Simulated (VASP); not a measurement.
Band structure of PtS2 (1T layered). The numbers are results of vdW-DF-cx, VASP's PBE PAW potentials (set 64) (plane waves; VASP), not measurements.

Unless said otherwise, spin-orbit coupling is left out, though it shifts the bands of the heavy elements here.

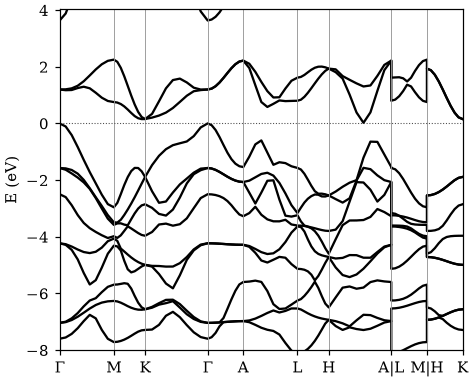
Fig. 1. Bands along high-symmetry lines, zero at the valence-band maximum or, without a gap, the Fermi level

Read the plot: is there a gap, and where are the band edges?

The gap is indirect, 0.02 eV, from the valence maximum at Γ to the conduction minimum at H-A at 0.56. (Edges off the drawn lines would not show.)

The compound is PtS2 in the 1T layered structure. It was relaxed first.
